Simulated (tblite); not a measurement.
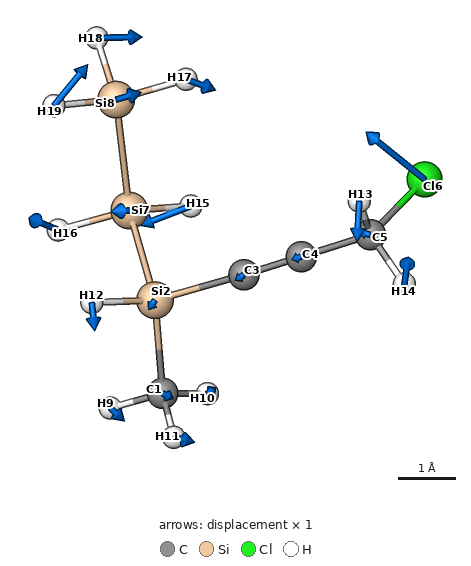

A relaxation of C4H11ClSi3. The starting structure is drawn; blue arrows show the displacements, at their true length. The two geometries are superimposed by the best rigid fit.

The picture is a ball-and-stick view, seen at a tilt.

The calculation used GFN2-xTB geometry optimisation, gas phase (tblite). 

Q: Atoms of which element are displaced furthest, and by how much?

A: Chlorine: up to 1.63 Å, against 0.99 Å for hydrogen.

Q: Describe the change and its energy.

A: After 188 geometry steps the energy has fallen by 0.213 eV. The largest move after the best rigid fit is that of Cl6, 1.63 Å. Largest moves by element: Cl 1.63 Å, H 0.99 Å, Si 0.52 Å, C 0.25 Å. Near-neighbour distances that change, for instance: C1–Si2 1.852 → 1.905 Å, C5–Cl6 1.781 → 1.809 Å, Si2–C3 1.883 → 1.856 Å, Si2–Si7 2.302 → 2.329 Å. Among the angles between lasting bonds that change: Si2–Si7–Si8 105.6° → 116.6°, Si7–Si2–H12 109.2° → 115.8°, H15–Si7–H16 108.4° → 102.6°. Groups turn about Si2–Si7 by about 35°, Si7–Si8 by about 25°. The run took 5.2 s on 1 thread of Intel(R) Xeon(R) Processor @ 2.70GHz, with other jobs on the host.
